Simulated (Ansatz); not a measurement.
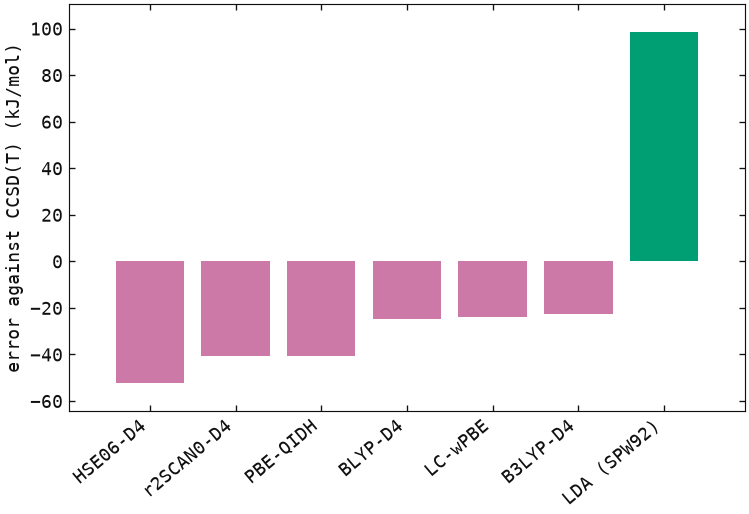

Error in the electronic atomisation energy (method less reference, so positive means overbinding) of AlH₂F, SMILES [F][AlH2], singlet: functionals in def2-TZVPP against frozen-core CCSD(T) at the limit (scheme: direct), which gives 1210.2 kJ/mol, at a PBE0-D4/def2-TZVP geometry (a minimum by its frequencies), no zero-point or spin-orbit term, the Ansatz code. The reference leaves out core correlation, a term that grows with the number of heavy atoms. PBE-QIDH holds a correlation term that converges slowly with the basis, so part of the distance to the limit is basis error. No dispersion term is added to PBE-QIDH and LC-wPBE.

Which of these levels overbind, and which underbind?

Overbind: LDA (SPW92). Underbind: HSE06-D4, r2SCAN0-D4, PBE-QIDH, BLYP-D4, LC-wPBE and B3LYP-D4.

Give the values.

| level | kJ/mol |
| --- | --- |
| HSE06-D4 | −52.4 |
| r2SCAN0-D4 | −40.8 |
| PBE-QIDH | −40.8 |
| BLYP-D4 | −24.8 |
| LC-wPBE | −24.0 |
| B3LYP-D4 | −22.7 |
| LDA (SPW92) | 98.4 |
